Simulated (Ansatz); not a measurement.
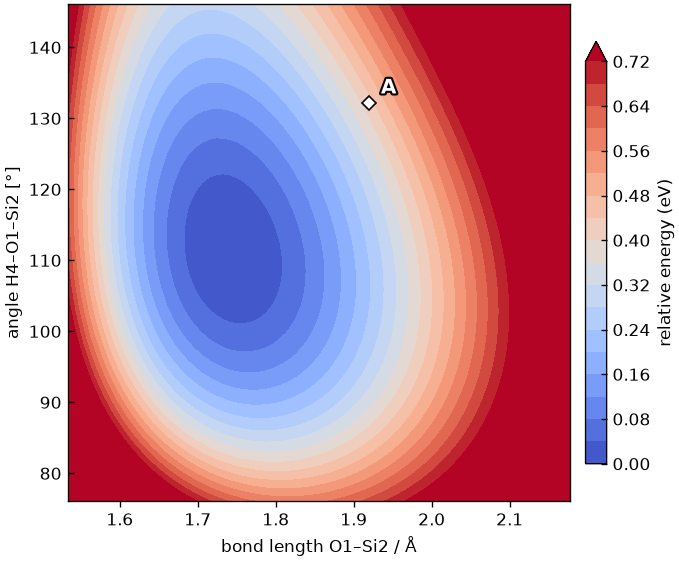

H₂IOSi, SMILES O[SiH-]I, charge −1. First axis: bond length O1–Si2. Second axis: angle H4–O1–Si2. Nothing is relaxed (all other coordinates rigid). The scan uses an 11 × 11 grid. Points are written as (first, second). Energies are in eV, from the relaxed molecule at the same level. Theory: RKS CAM-B3LYP-D4/def2-SVPD in Ansatz 0.2.0.

Drawn: filled contours, one colour for all values above the top of the scale, the point A. Between grid points the surface is interpolated.

**Is A at rest? If not, where is it pushed?**

A, at (1.920 Å, 132.1°), is not a stationary point. The computed force is 2.5 eV for each Å towards smaller values of bond length O1–Si2 and 0.012 eV for each degree towards smaller values of angle H4–O1–Si2.
